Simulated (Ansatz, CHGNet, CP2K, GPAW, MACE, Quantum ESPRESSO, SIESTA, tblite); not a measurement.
# Which run comes nearest? Σ7 (111) twist boundary in a Au-Pd solid solution (84 atoms)

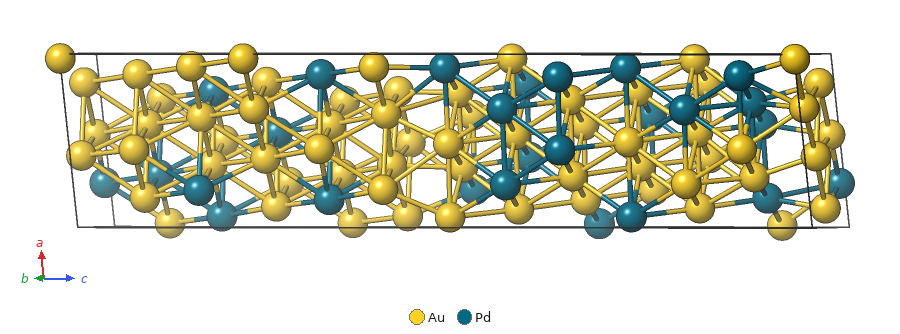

The cell (gold yellow, palladium blue). Bonds to atoms that aren't drawn are left out. Some periodic images of atoms are drawn too.

The cell holds 84 atoms: 59 Au and 25 Pd. Cell: a = 7.524 Å, b = 7.524 Å, c = 28.003 Å, α = 90.0°, β = 90.0°, γ = 60.0°. Fcc Au lattice (a = 4.0215 Å, the value set for the mixture); two grains turned against each other by 81.79 deg about [111]; 1 x 1 coincidence cells, 2 lattice periods a grain, two boundaries a cell, upper grain shifted by [0.175, 0.709] of the boundary cell and opened by 0.1 Å, one atom of each pair nearer than 1.848 Å removed; 25 of 84 Au sites given to Pd at random (lattice constant by Vegard's rule between Au and Pd); annealed from 600 K for 3 ps and minimised with a classical potential (one cell length free). Then every atom was moved at random, 0.02 Å r.m.s. a Cartesian component. Regions: lower grain, 42 atoms (34 Au and 8 Pd); upper grain, 42 atoms (17 Pd and 25 Au).

Geometry: as built.

The reference, a calculation:

| Quantity | Value |
| --- | --- |
| method | Kohn-Sham DFT, PBE, SSSP efficiency 1.3.0 pseudopotentials, plane waves (Quantum ESPRESSO 7.5); sssp-pbe-1.3.0-efficiency, cutoffs 45/360 Ry, Γ point |
| r.m.s. force component | 0.2175 eV/Å |
| longest force | 0.8053 eV/Å |
| pressure | 10.06 GPa |
| time | 8.6 min on 4 MPI ranks of Arm Neoverse V1, shared host |
| CPU time | 34 min |

Runs, in no order:
A. CHGNet r2SCAN potential: machine-learned interatomic potential CHGNet r2SCAN, trained on r2SCAN plane-wave data
B. MACE MP-0b3 medium potential: machine-learned interatomic potential MACE MP-0b3 medium, trained on PBE(+U) plane-wave data
C. SIESTA PBE, SZP, shift 0.01 Ry, mesh 300 Ry: Kohn-Sham DFT, PBE, PseudoDojo 0.4.1 norm-conserving pseudopotentials (converted to PSML), numerical atomic orbitals (SZP), diagonalisation
D. GPAW PBE, plane waves 350 eV: Kohn-Sham DFT, PBE, PAW, plane waves

In doubt: a PseudoDojo file used here is known to give poor structures and forces (SIESTA), which bears on pressures, cells, forces and phonons.

Q: Order them from the smallest to the largest r.m.s. force difference.

D, C, B, A.

```tsv
run	Δ force, r.m.s. (meV/Å)	share of r.m.s. force (%)	CPU time
D. GPAW PBE, plane waves 350 eV	33.7	15.5	54 min
C. SIESTA PBE, SZP, shift 0.01 Ry, mesh 300 Ry	67.6	31.1	7 min
B. MACE MP-0b3 medium potential	98.2	45.2	10 s
A. CHGNet r2SCAN potential	145	66.5	5.7 s
```

The electron count is odd in these runs, and they have no spin polarisation, so the unpaired electron is spread evenly over both spins. Machine-learned potentials mimic data converged in k, so the reference's own k-point error enters their differences. The electronic-structure runs sample only Γ, in a cell whose shortest periodic width is 7 Å, which is coarse for a cell with partly filled levels.

[Logs are printed without paths, hosts, clocks, repeated set-up lines and the standing remarks that a program may print on its own settings, such as how far it seeks lower states.]

[Hosts, paths, dates, database ids (printed as entryN), source tags and the programs' standing remarks are cut or masked in the printed files.]
